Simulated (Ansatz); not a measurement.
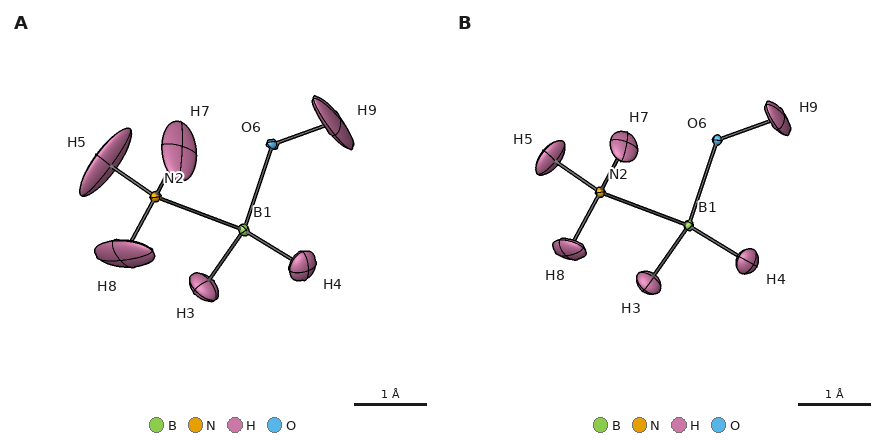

Displacement ellipsoids at the 50 % level, from the internal vibrations of the free molecule (harmonic, no overall translation or rotation; no half-axis is drawn under 0.075 Å). Vibrations computed with RKS PBE0-D4/def2-TZVP (Ansatz 0.2.0). One panel is for 0 K (zero-point motion alone), the other for 600 K.

### Which panel is for 600 K?

A.

### How much does the mean-square displacement of H8 grow, and why?

U_eq goes from 0.0201 to 0.0607 Å², a factor of 3.0. Modes below kT (417 cm⁻¹ at 600 K) grow about in proportion to T, and the lowest lies at 180 cm⁻¹; the mean-square amplitude of a mode is its zero-point value times coth(ħω/2kT), which comes close to 1 only above about 3kT.
